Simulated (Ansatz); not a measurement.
**Si₂Mo: a line through an energy map**

One line of a two-coordinate grid on Si2Mo (I4/mmm, No. 139; 3 atoms in the cell): equal normal strain along x, y and z is varied, at amplitude of mode 4 (278 cm⁻¹) = −0.062 Å.

Program: Ansatz 0.2.0. Level of theory: DFT PBEsol, scalar-relativistic, plane waves, PAW. These are calculated values, not measurements.

10 further runs of the same task are left out: 10 set aside as unsound or not needed. Runs told in other sessions of the task aren't counted.

### Step 1. The structure to begin with

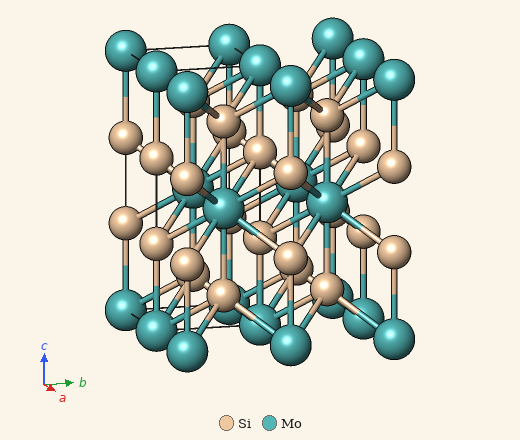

Start, viewed slightly off an axis; silicon light orange, molybdenum teal. 2×2×1 cells are drawn. Atoms on the faces are drawn again on the opposite ones. The cell drawn here is the conventional one.

Coordinates:

```
Si Mo
1.0
    -1.59512    1.59512    3.91091
     1.59512   -1.59512    3.91091
     1.59512    1.59512   -3.91091
Si Mo
2 1
Direct
  0.33506 0.33506 0.00000
  0.66494 0.66494 0.00000
  0.00000 0.00000 0.00000
```

This cell was relaxed beforehand with the same method: volume 13.27 Å³/atom, gap on the mesh none (metal).

### Step 2. What is varied

The energy is mapped over a normal mode and a strain (zone-centre modes of the cell shown) (x along [1 0 0], y along [0 1 0], z along [0 0 1] of the conventional cell).

The axes are (1) amplitude of mode 4 (278 cm⁻¹), largest displacement in the unstrained cell: 11 values from −0.154 Å; (2) equal normal strain along x, y and z: 7 values from −2.50 %.

Nothing else is relaxed (the pattern is fixed in fractional coordinates). Energies count from the relaxed high-symmetry cell. Points are written as (first, second).

The modes come from a phonon run on the reference cell, made beforehand.

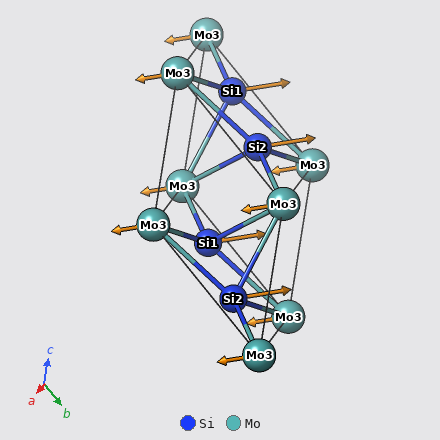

The reference structure; orange arrows give the pattern of the mode.

The patterns, per unit of each coordinate (Å):

```
atom      x1     y1     z1
 Si1   1.000  0.000  0.000
 Si2   1.000  0.000  0.000
 Mo3  -0.585  0.000  0.000
```

### Step 3. Point (−0.062 Å, −2.50 %)

File input.yaml:

```yaml
crystal:
  lattice:
    - [-1.5552445885, 1.5552445885, 3.8131363385]
    - [1.5552445885, -1.5552445885, 3.8131363385]
    - [1.5552445885, 1.5552445885, -3.8131363385]
  atoms:
    - { symbol: Si, position: [0.3350567058, 0.3157478458, -0.01930886] }
    - { symbol: Si, position: [0.6649432942, 0.6456344342, -0.01930886] }
    - { symbol: Mo, position: [0.0, 0.0113035817, 0.0113035817] }
basis:
  ecutwfc: 420
kpoints:
  mp_grid: { grid: [18, 18, 18] }
hamiltonian:
  xc: pbesol
  pseudopotentials: { kind: paw, azcp: { folder: soft_1 } }
scf:
  occupations: { method: gaussian, width: 0.15 }
output:
  forces: true
  stress: true
  eigenvalues: true
```

Started as:

```console
$ ansatz run input.yaml --threads 2 --pin off --max-ram 4096MiB --backend cpu --events-out ev --progress --plain --runs-dir out
```

Log, shortened:

```text
Warning: <dir> the record states the generating functional pbe (its physics header spells it `PBE`), which answers neither for hamiltonian.xc's functional nor for the pbesol family's — results may be inconsistent (PPs are generated against a specific XC)
[...]
Warning: RAYON_NUM_THREADS=2 ignored (pool sized by the plan → 2); use --threads N
[...]
Pseudopotentials: kind: paw
Pseudopotential: Si, paw, valence charge 4, recommended cutoff 420 eV (normal), <dir>
Pseudopotential: Mo, paw, valence charge 14, recommended cutoff 420 eV (normal), <dir>
Functional definition: PBEsol
[...]
Crystal: 3 atoms, lattice volume = 36.893 Å³
Basis set: ecut = 420 eV, 761 PW (Γ), FFT grids on a1+a3, a2+a3, a3, exchange–correlation on 48×48×60 points (8 copies of the dense FFT grid, shifted against one another)
Bands: 15, of which v1, the nominal top of the filled ones, is band 11 counted from 1 (10 counted from 0)
Symmetry: 4 space group operations
Space group: Imm2 (ITA 44), of the structure as read, at distance tolerance 3.3e-5 Å
k-points: 865 of 5832 (time reversal used)
[...]
SCF iter   1: F=—  HF=-6143.213182 eV  |F-HF|=—  |Δ(HF+E_count)|=         —  Δρ=9.27e-2  dr2=4.40e0  ethr=3.10e-3  ⟨swp⟩=5.7  Hψ=78154  notcnv=0
[...]
SCF iter   7: F=-6142.070536 eV  HF=-6142.070536 eV  |F-HF|=7.91e-9  |Δ(HF+E_count)|=   1.93e-7  Δρ=5.14e-6  dr2=1.14e-8  ethr=4.55e-10  ⟨swp⟩=6.6  Hψ=63554  notcnv=0
[...]
SCF converged after 7 iterations
Free energy (F): -6142.070536 eV
[...]
E sigma→0 (E₀):  -6142.069226 eV
Entropy (-TS):   -0.002619 eV (-0.873 meV/atom)
Fermi energy:    17.520519 eV
[...]
--- Forces (eV/Å), atoms counted from 1 ---
  atom   1  Si     0.64855997     0.00000000    -0.26415599
  atom   2  Si     0.64855997     0.00000000     0.26415599
  atom   3  Mo    -1.29712309     0.00000000     0.00000000
[...]
--- Stress (GPa, compression-positive) ---
       19.556963       0.000000      -0.000000
        0.000000      20.362173       0.000000
       -0.000000       0.000000      22.307348
  P = ⅓ Tr σ = 20.7422 GPa (207.422 kbar)
--- Band table (eV; the first three rows and the last of 865) ---
  k-point 0: bands = ["-42.9761", "-17.2285", "-17.0939", "-17.0875", "3.4388", "10.5747", "13.9850", "14.2341", "14.6535", "14.7246", "17.9170", "20.3115", "21.2004", "21.3677", "21.3921"]
[...]
```

Wall time 25 s (2 threads of Arm Neoverse V1, shared host); peak memory 0.76 GiB.

On the map this point reads 231 meV.

### Step 4. Grid point (−0.062 Å, −1.67 %)

Edit input.yaml of step 3 so:

```diff
@@ -2,5 +2,5 @@
   lattice:
-    - [-1.5552445885, 1.5552445885, 3.8131363385]
-    - [1.5552445885, -1.5552445885, 3.8131363385]
-    - [1.5552445885, 1.5552445885, -3.8131363385]
+    - [-1.5684841066, 1.5684841066, 3.8455968837]
+    - [1.5684841066, -1.5684841066, 3.8455968837]
+    - [1.5684841066, 1.5684841066, -3.8455968837]
   atoms:
@@ -22 +22,5 @@
   eigenvalues: true
+  write_density: true
+  write_potential: true
+  elf: true
+  volumetric_format: npy
```

Started as:

```console
$ ansatz run input.yaml --threads 2 --pin off --max-ram 4096MiB --backend cpu --events-out ev --progress --plain --runs-dir out
```

Log, shortened:

```text
Warning: <dir> the record states the generating functional pbe (its physics header spells it `PBE`), which answers neither for hamiltonian.xc's functional nor for the pbesol family's — results may be inconsistent (PPs are generated against a specific XC)
[...]
Warning: RAYON_NUM_THREADS=2 ignored (pool sized by the plan → 2); use --threads N
[...]
[... 4 set-up lines as earlier in the session ...]
[...]
Crystal: 3 atoms, lattice volume = 37.843 Å³
Basis set: ecut = 420 eV, 761 PW (Γ), exchange–correlation on 60×60×60 points (8 copies of the dense FFT grid, shifted against one another)
Bands: 15, of which v1, the nominal top of the filled ones, is band 11 counted from 1 (10 counted from 0)
[... 1 set-up line as earlier in the session ...]
Space group: Imm2 (ITA 44), of the structure as read, at distance tolerance 3.4e-5 Å
k-points: 865 of 5832 (time reversal used)
[...]
SCF iter   1: F=—  HF=-6143.351975 eV  |F-HF|=—  |Δ(HF+E_count)|=         —  Δρ=9.29e-2  dr2=4.63e0  ethr=3.10e-3  ⟨swp⟩=5.6  Hψ=77044  notcnv=0
[...]
SCF iter   7: F=-6142.171072 eV  HF=-6142.171072 eV  |F-HF|=2.50e-9  |Δ(HF+E_count)|=   1.33e-7  Δρ=3.96e-6  dr2=5.44e-9  ethr=4.55e-10  ⟨swp⟩=9.8  Hψ=93030  notcnv=0
[...]
SCF converged after 7 iterations
Free energy (F): -6142.171072 eV
[...]
E sigma→0 (E₀):  -6142.169748 eV
Entropy (-TS):   -0.002648 eV (-0.883 meV/atom)
Fermi energy:    17.019988 eV
[...]
--- Forces (eV/Å), atoms counted from 1 ---
  atom   1  Si     0.59400465     0.00000000    -0.19066790
  atom   2  Si     0.59400465     0.00000000     0.19066790
  atom   3  Mo    -1.18800791     0.00000000     0.00000000
[...]
--- Stress (GPa, compression-positive) ---
       12.519640       0.000000      -0.000000
        0.000000      13.220691       0.000000
       -0.000000       0.000000      14.215914
  P = ⅓ Tr σ = 13.3187 GPa (133.187 kbar)
--- Band table (eV; the first three rows and the last of 865) ---
  k-point 0: bands = ["-43.5098", "-17.7400", "-17.6227", "-17.6168", "3.1376", "10.2405", "13.6154", "13.6899", "14.2256", "14.2935", "17.4043", "19.8975", "20.5312", "20.7797", "20.8062"]
[...]
```

It took 42 s on 2 threads of Arm Neoverse V1, shared host; peak memory 0.76 GiB.

Axes a, b and c in the maps are those of this run's conventional cell (a, b, c = 3.137, 7.691, 3.137 Å).

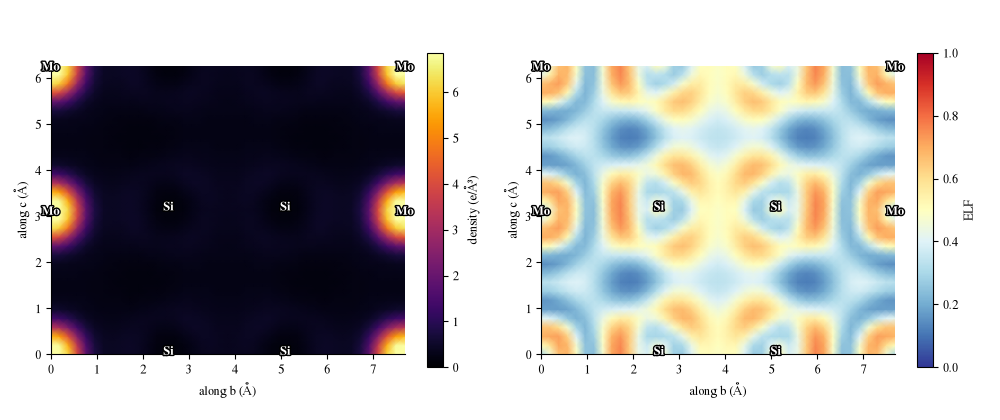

Density (left) and ELF (right) in a lattice plane of the grid's cell (edges 7.69 and 3.14 Å, at 0.000 of the third edge), which holds Si and Mo. Only atoms in the plane are labelled. Both are smooth fields of the valence electrons: close to the nuclei they are not physical.

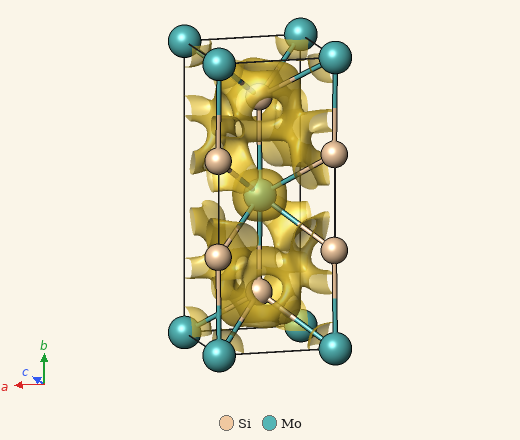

Surface of ELF = 0.60, drawn in one cell.

Maxima of ELF outside the ion cores: 0.76 on the Si–Mo line, 0.8 Å from Si; 0.66 beside Si, off the lines to its neighbours, 1.0 Å from Si.

Energy on the map's scale: 130 meV.

### Step 5. Point (−0.062 Å, −0.83 %)

Edit input.yaml of step 4 so:

```diff
@@ -2,5 +2,5 @@
   lattice:
-    - [-1.5684841066, 1.5684841066, 3.8455968837]
-    - [1.5684841066, -1.5684841066, 3.8455968837]
-    - [1.5684841066, 1.5684841066, -3.8455968837]
+    - [-1.5818831369, 1.5818831369, 3.8784485199]
+    - [1.5818831369, -1.5818831369, 3.8784485199]
+    - [1.5818831369, 1.5818831369, -3.8784485199]
   atoms:
@@ -22,5 +22 @@
   eigenvalues: true
-  write_density: true
-  write_potential: true
-  elf: true
-  volumetric_format: npy
```

Started as:

```console
$ ansatz run input.yaml --threads 2 --pin off --max-ram 4096MiB --backend cpu --events-out ev --progress --plain --runs-dir out
```

Log, shortened:

```text
[...]
SCF converged after 7 iterations
Free energy (F): -6142.231445 eV
[...]
E sigma→0 (E₀):  -6142.230103 eV
Entropy (-TS):   -0.002684 eV (-0.895 meV/atom)
Fermi energy:    16.527415 eV
[...]
--- Forces (eV/Å), atoms counted from 1 ---
  atom   1  Si     0.54151181     0.00000000    -0.12024008
  atom   2  Si     0.54151181     0.00000000     0.12024008
  atom   3  Mo    -1.08302379     0.00000000     0.00000000
[...]
--- Stress (GPa, compression-positive) ---
        6.151264       0.000000      -0.000000
        0.000000       6.756448       0.000000
       -0.000000       0.000000       6.910678
  P = ⅓ Tr σ = 6.6061 GPa (66.061 kbar)
--- Band table (eV; the first three rows and the last of 865) ---
  k-point 0: bands = ["-44.0364", "-18.2457", "-18.1440", "-18.1385", "2.8440", "9.9125", "13.1550", "13.2502", "13.8050", "13.8704", "16.8994", "19.4853", "19.8783", "20.2022", "20.2311"]
[...]
```

Run time: 25 s. Hardware: 2 threads of Arm Neoverse V1, shared host; peak memory 0.78 GiB.

Energy on the map's scale: 70 meV.

### Step 6. Grid point (−0.062 Å, 0.83 %)

Edit input.yaml of step 5 so:

```diff
@@ -2,5 +2,5 @@
   lattice:
-    - [-1.5818831369, 1.5818831369, 3.8784485199]
-    - [1.5818831369, -1.5818831369, 3.8784485199]
-    - [1.5818831369, 1.5818831369, -3.8784485199]
+    - [-1.6083621729, 1.6083621729, 3.9433696103]
+    - [1.6083621729, -1.6083621729, 3.9433696103]
+    - [1.6083621729, 1.6083621729, -3.9433696103]
   atoms:
```

Started as:

```console
$ ansatz run input.yaml --threads 2 --pin off --max-ram 4096MiB --backend cpu --events-out ev --progress --plain --runs-dir out
```

Log, shortened:

```text
[...]
SCF converged after 7 iterations
Free energy (F): -6142.241003 eV
[...]
E sigma→0 (E₀):  -6142.239611 eV
Entropy (-TS):   -0.002783 eV (-0.928 meV/atom)
Fermi energy:    15.593614 eV
[...]
--- Forces (eV/Å), atoms counted from 1 ---
  atom   1  Si     0.44552975     0.00000000     0.00783890
  atom   2  Si     0.44552975     0.00000000    -0.00783890
  atom   3  Mo    -0.89105960     0.00000000     0.00000000
[...]
--- Stress (GPa, compression-positive) ---
       -4.458401       0.000000       0.000000
        0.000000      -4.017328       0.000000
        0.000000       0.000000      -5.215267
  P = ⅓ Tr σ = -4.5637 GPa (-45.637 kbar)
--- Band table (eV; the first three rows and the last of 865) ---
  k-point 0: bands = ["-45.0374", "-19.2097", "-19.1342", "-19.1293", "2.2951", "9.2928", "12.1433", "12.5536", "13.0084", "13.0705", "15.9417", "18.5846", "18.7614", "19.1101", "19.1444"]
[...]
```

It took 27 s on 2 threads of Arm Neoverse V1, shared host; peak memory 0.8 GiB.

That is 60 meV from the zero.

### Step 7. Changed: mp_grid.shift [0.5, 0.5, 0.5], ecutwfc left out

Edit input.yaml of step 6 so:

```diff
@@ -9,6 +9,4 @@
     - { symbol: Mo, position: [0.0, 0.0113035817, 0.0113035817] }
-basis:
-  ecutwfc: 420
 kpoints:
-  mp_grid: { grid: [18, 18, 18] }
+  mp_grid: { grid: [18, 18, 18], shift: [0.5, 0.5, 0.5] }
 hamiltonian:
@@ -20,3 +18,3 @@
   forces: true
+  eigenvalues: true
   stress: true
-  eigenvalues: true
```

Started as:

```console
$ ansatz run input.yaml --threads 2 --pin off --max-ram 4096MiB --backend cpu --events-out ev --progress --plain --runs-dir out
```

Log, shortened:

```text
Warning: <dir> the record states the generating functional pbe (its physics header spells it `PBE`), which answers neither for hamiltonian.xc's functional nor for the pbesol family's — results may be inconsistent (PPs are generated against a specific XC)
[...]
Warning: RAYON_NUM_THREADS=2 ignored (pool sized by the plan → 2); use --threads N
[...]
[... 4 set-up lines as earlier in the session ...]
[...]
Crystal: 3 atoms, lattice volume = 40.803 Å³
Basis set: ecut = 420 eV, 793 PW (Γ), FFT grids on a1+a3, a2+a3, a3, exchange–correlation on 48×48×64 points (8 copies of the dense FFT grid, shifted against one another)
Bands: 15, of which v1, the nominal top of the filled ones, is band 11 counted from 1 (10 counted from 0)
[... 2 set-up lines as earlier in the session ...]
k-points: 864 of 5832 (time reversal used)
[...]
SCF iter   1: F=—  HF=-6143.541537 eV  |F-HF|=—  |Δ(HF+E_count)|=         —  Δρ=9.35e-2  dr2=5.41e0  ethr=3.10e-3  ⟨swp⟩=5.4  Hψ=75046  notcnv=0
[...]
SCF iter   7: F=-6142.241007 eV  HF=-6142.241007 eV  |F-HF|=4.58e-9  |Δ(HF+E_count)|=   1.24e-7  Δρ=4.99e-6  dr2=9.92e-9  ethr=4.55e-10  ⟨swp⟩=5.9  Hψ=63156  notcnv=0
[...]
SCF converged after 7 iterations
Free energy (F): -6142.241007 eV
[...]
E sigma→0 (E₀):  -6142.239614 eV
Entropy (-TS):   -0.002785 eV (-0.928 meV/atom)
Fermi energy:    15.594312 eV
[...]
--- Forces (eV/Å), atoms counted from 1 ---
  atom   1  Si     0.44559835     0.00000000     0.00790274
  atom   2  Si     0.44559835     0.00000000    -0.00790274
  atom   3  Mo    -0.89119695     0.00000000     0.00000000
[...]
--- Stress (GPa, compression-positive) ---
       -4.457787       0.000000       0.000000
        0.000000      -4.018563       0.000000
        0.000000       0.000000      -5.214845
  P = ⅓ Tr σ = -4.5637 GPa (-45.637 kbar)
--- Band table (eV; the first three rows and the last of 864) ---
  k-point 0: bands = ["-45.0363", "-19.2083", "-19.1411", "-19.1360", "2.3979", "9.3359", "11.8296", "12.5657", "12.8041", "13.4394", "15.5933", "18.2335", "18.8947", "18.9323", "19.1800"]
[...]
```

Run time: 26 s. Hardware: 2 threads of Arm Neoverse V1, shared host; peak memory 0.8 GiB.

```
    run     ending  energy change  pressure (GPa)  gap (eV)  force (eV/Å)  cycles  time
 step 6  converged              0            -4.6      0.00          0.89       7  27 s
variant  converged   0.0 meV/atom            -4.6      0.00          0.89       7  26 s
```

Changing the k-point mesh leaves the energy as it was (0.0 meV/atom).

### Step 8. Point (−0.062 Å, 1.67 %)

Edit input.yaml of step 6 so:

```diff
@@ -2,5 +2,5 @@
   lattice:
-    - [-1.6083621729, 1.6083621729, 3.9433696103]
-    - [1.6083621729, -1.6083621729, 3.9433696103]
-    - [1.6083621729, 1.6083621729, -3.9433696103]
+    - [-1.6217612032, 1.6217612032, 3.9762212465]
+    - [1.6217612032, -1.6217612032, 3.9762212465]
+    - [1.6217612032, 1.6217612032, -3.9762212465]
   atoms:
```

Started as:

```console
$ ansatz run input.yaml --threads 2 --pin off --max-ram 4096MiB --backend cpu --events-out ev --progress --plain --runs-dir out
```

Log, shortened:

```text
Warning: <dir> the record states the generating functional pbe (its physics header spells it `PBE`), which answers neither for hamiltonian.xc's functional nor for the pbesol family's — results may be inconsistent (PPs are generated against a specific XC)
[...]
Warning: RAYON_NUM_THREADS=2 ignored (pool sized by the plan → 2); use --threads N
[...]
[... 4 set-up lines as earlier in the session ...]
[...]
Crystal: 3 atoms, lattice volume = 41.832 Å³
Basis set: ecut = 420 eV, 849 PW (Γ), FFT grids on a1+a3, a2+a3, a3, exchange–correlation on 48×48×64 points (8 copies of the dense FFT grid, shifted against one another)
Bands: 15, of which v1, the nominal top of the filled ones, is band 11 counted from 1 (10 counted from 0)
[... 1 set-up line as earlier in the session ...]
Space group: Imm2 (ITA 44), of the structure as read, at distance tolerance 3.5e-5 Å
k-points: 865 of 5832 (time reversal used)
[...]
SCF iter   1: F=—  HF=-6143.538584 eV  |F-HF|=—  |Δ(HF+E_count)|=         —  Δρ=9.38e-2  dr2=5.70e0  ethr=3.10e-3  ⟨swp⟩=5.3  Hψ=74363  notcnv=0
[...]
SCF iter   7: F=-6142.196228 eV  HF=-6142.196228 eV  |F-HF|=4.90e-9  |Δ(HF+E_count)|=   1.08e-7  Δρ=5.08e-6  dr2=1.07e-8  ethr=4.55e-10  ⟨swp⟩=5.8  Hψ=63751  notcnv=0
[...]
SCF converged after 7 iterations
Free energy (F): -6142.196228 eV
[...]
E sigma→0 (E₀):  -6142.194799 eV
Entropy (-TS):   -0.002857 eV (-0.952 meV/atom)
Fermi energy:    15.140132 eV
[...]
--- Forces (eV/Å), atoms counted from 1 ---
  atom   1  Si     0.40072888     0.00000000     0.06731993
  atom   2  Si     0.40072888     0.00000000    -0.06731993
  atom   3  Mo    -0.80145890     0.00000000     0.00000000
[...]
--- Stress (GPa, compression-positive) ---
       -8.943693       0.000000       0.000000
        0.000000      -8.574172       0.000000
        0.000000       0.000000     -10.319141
  P = ⅓ Tr σ = -9.2790 GPa (-92.790 kbar)
--- Band table (eV; the first three rows and the last of 865) ---
  k-point 0: bands = ["-45.5245", "-19.6801", "-19.6157", "-19.6112", "2.0320", "8.9930", "11.6530", "12.2134", "12.6220", "12.6828", "15.4766", "18.0091", "18.3578", "18.5810", "18.6186"]
[...]
```

Run time: 31 s. Hardware: 2 threads of Arm Neoverse V1, shared host; peak memory 0.81 GiB.

On the map this point reads 105 meV.

### Step 9. Grid point (−0.062 Å, 2.50 %)

Edit input.yaml of step 8 so:

```diff
@@ -2,5 +2,5 @@
   lattice:
-    - [-1.6217612032, 1.6217612032, 3.9762212465]
-    - [1.6217612032, -1.6217612032, 3.9762212465]
-    - [1.6217612032, 1.6217612032, -3.9762212465]
+    - [-1.6350007213, 1.6350007213, 4.0086817917]
+    - [1.6350007213, -1.6350007213, 4.0086817917]
+    - [1.6350007213, 1.6350007213, -4.0086817917]
   atoms:
```

Started as:

```console
$ ansatz run input.yaml --threads 2 --pin off --max-ram 4096MiB --backend cpu --events-out ev --progress --plain --runs-dir out
```

Log, shortened:

```text
Warning: <dir> the record states the generating functional pbe (its physics header spells it `PBE`), which answers neither for hamiltonian.xc's functional nor for the pbesol family's — results may be inconsistent (PPs are generated against a specific XC)
[...]
Warning: RAYON_NUM_THREADS=2 ignored (pool sized by the plan → 2); use --threads N
[...]
[... 4 set-up lines as earlier in the session ...]
[...]
Crystal: 3 atoms, lattice volume = 42.864 Å³
Basis set: ecut = 420 eV, 849 PW (Γ), FFT grids on a1+a3, a2+a3, a3, exchange–correlation on 48×48×64 points (8 copies of the dense FFT grid, shifted against one another)
Bands: 15, of which v1, the nominal top of the filled ones, is band 11 counted from 1 (10 counted from 0)
[... 2 set-up lines as earlier in the session ...]
k-points: 865 of 5832 (time reversal used)
[...]
SCF iter   1: F=—  HF=-6143.507384 eV  |F-HF|=—  |Δ(HF+E_count)|=         —  Δρ=9.41e-2  dr2=6.01e0  ethr=3.10e-3  ⟨swp⟩=5.3  Hψ=74099  notcnv=0
[...]
SCF iter   7: F=-6142.122836 eV  HF=-6142.122836 eV  |F-HF|=5.06e-9  |Δ(HF+E_count)|=   1.20e-7  Δρ=5.04e-6  dr2=1.11e-8  ethr=4.55e-10  ⟨swp⟩=5.8  Hψ=64889  notcnv=0
[...]
SCF converged after 7 iterations
Free energy (F): -6142.122836 eV
[...]
E sigma→0 (E₀):  -6142.121352 eV
Entropy (-TS):   -0.002968 eV (-0.989 meV/atom)
Fermi energy:    14.703722 eV
[...]
--- Forces (eV/Å), atoms counted from 1 ---
  atom   1  Si     0.35885976     0.00000000     0.12265264
  atom   2  Si     0.35885976     0.00000000    -0.12265264
  atom   3  Mo    -0.71772279     0.00000000     0.00000000
[...]
--- Stress (GPa, compression-positive) ---
      -12.861052       0.000000       0.000000
        0.000000     -12.555373       0.000000
        0.000000       0.000000     -14.759718
  P = ⅓ Tr σ = -13.3920 GPa (-133.920 kbar)
--- Band table (eV; the first three rows and the last of 865) ---
  k-point 0: bands = ["-45.9934", "-20.1337", "-20.0790", "-20.0748", "1.7812", "8.7053", "11.1821", "11.8850", "12.2509", "12.3105", "15.0292", "17.4428", "17.9825", "18.0726", "18.1141"]
[...]
```

Wall time 30 s (2 threads of Arm Neoverse V1, shared host); peak memory 0.83 GiB.

On the map this point reads 179 meV.

### Step 10. What came out

| equal normal strain along x, y and z (%) | step | energy (meV) | slope (meV per %) | pressure (GPa) | largest force on an atom (eV/Å) |
| --- | --- | --- | --- | --- | --- |
| −2.50 | 3 | 231 | −147 | 20.7 | 1.30 |
| −1.67 | 4 | 130 | −96 | 13.3 | 1.19 |
| −0.83 | 5 | 70 | −48 | 6.6 | 1.08 |
| 0.00 | – | 48 | −5 | 0.7 | 0.98 |
| 0.83 | 6 | 60 | 35 | −4.6 | 0.89 |
| 1.67 | 8 | 105 | 71 | −9.3 | 0.80 |
| 2.50 | 9 | 179 | 105 | −13.4 | 0.72 |

Energies count from the relaxed high-symmetry cell. Rows without a step come from runs not printed here or follow by symmetry. Slopes come from the forces (and the stress, where the cell changes), not from differences of energies.

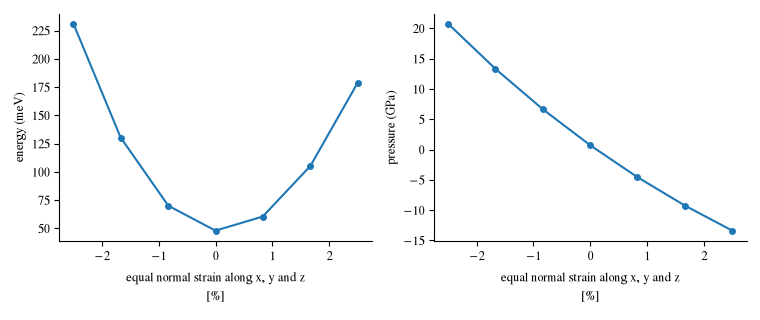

Energy and pressure along the line.

```
                                                                              run       outcome
step 7, run with mp_grid.shift [0.5, 0.5, 0.5], ecutwfc left out (against step 6)  0.0 meV/atom
```

What this shows: Of the points computed the energy is lowest at 0.00 %, 48 meV from the zero. Energies and slopes round the minimum, fitted together, put the minimum at 0.104 %, with a curvature of about 49 meV per %². The well is lopsided: two grid steps out, the energy rises by 82 meV towards smaller values and 57 meV towards larger ones. The highest point computed, at −2.50 %, lies 183 meV above the lowest. This is one cut through a surface in two coordinates; the map's lowest point lies off it.
